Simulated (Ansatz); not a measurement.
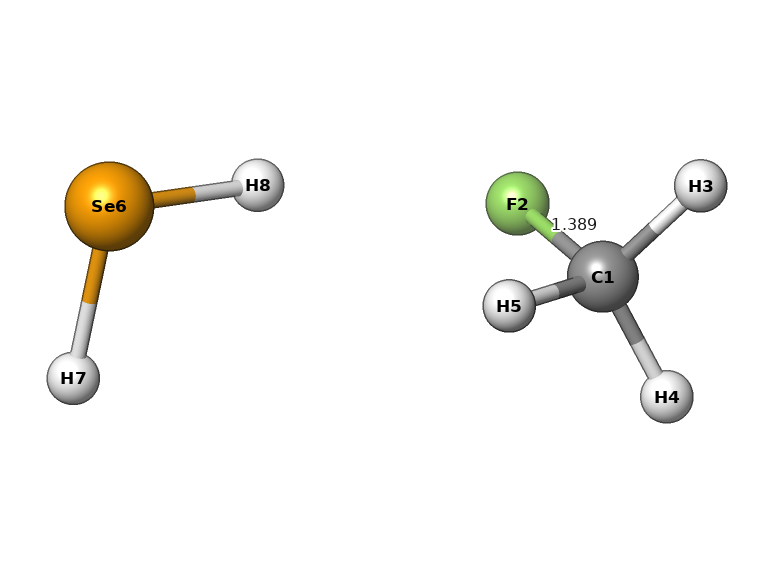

The numbers beside the sticks are distances in Å. Sticks don't show bond order. Computed geometry: PBE-D4/def2-SVP optimisation. No frequency run is at hand to confirm it as a minimum.

Question: Assign a bond order to each marked bond.

Answer: C1–F2 single.

Question: Write the SMILES.

Answer: CF.[SeH2]
